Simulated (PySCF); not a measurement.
GeO

```xyz
2

Ge    0.0000    0.0000   -0.2887
O     0.0000    0.0000    1.3343
```

Level of theory: PySCF 2.14.0, PBE0/cc-pVTZ(-PP), non-relativistic Hamiltonian with scalar-relativistic core potentials where named, at a bond length of 1.623 Å.

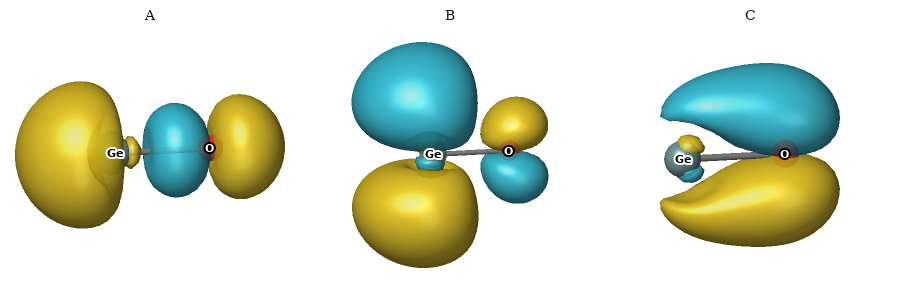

Figure 1. Three frontier orbitals, each drawn at the value that holds 80 % of its norm (yellow and cyan are the two phases), in no order; of a degenerate pair one member is drawn.

### Name the orbitals and rank them from lowest to highest energy.

Orbital C: π, occupied, −8.80 eV; mainly on O (75 %).
Orbital A: σ, occupied, −8.45 eV; shared between the atoms (Ge 50 %, O 50 %).
Orbital B: π, empty, −1.95 eV; mainly on Ge (85 %).

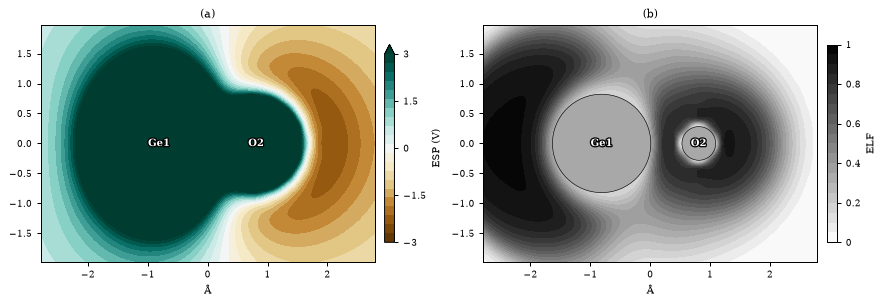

Figure 2. (a) electrostatic potential; (b) electron localisation function on a plane that holds the molecular axis. Grey discs cover the atomic cores in the ELF map.

### Read the bonding off the picture.

- Atoms in the plane: Ge and O.
- Ge–O (1.62 Å): the ELF peaks at about 0.85 in the valence shell of O, 0.6 Å from its nucleus, and is about 0.30 at the midpoint.
- The ELF also peaks beside O2, away from the bonds: lone-pair regions.
- Outside the dense part of the molecule the potential is most negative (−2.4 V) near O2.

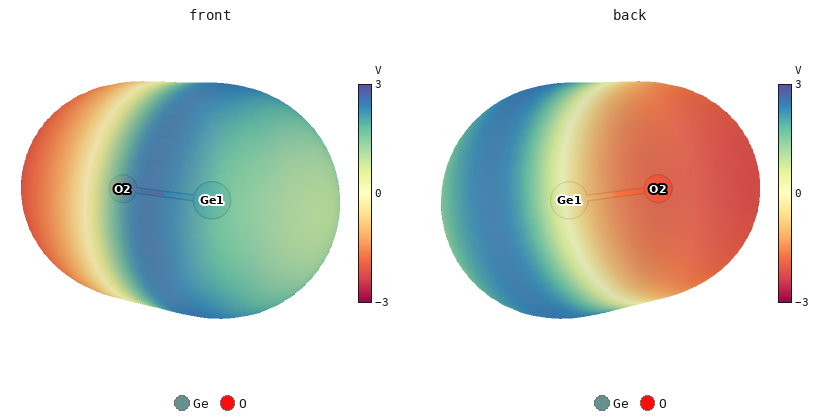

Figure 3. The molecular electrostatic potential painted on the density surface at 0.004 e/bohr³, seen from the front and from behind; red is negative and blue positive.

### Which sites attract a positive test charge, and which a negative one?

A positive charge is drawn to the negative regions and a negative charge to the positive ones. The most negative region (about −2.2 V) lies over O2, the most positive (about +2.5 V) over Ge1. O2 is the likeliest acceptor of a hydrogen bond.
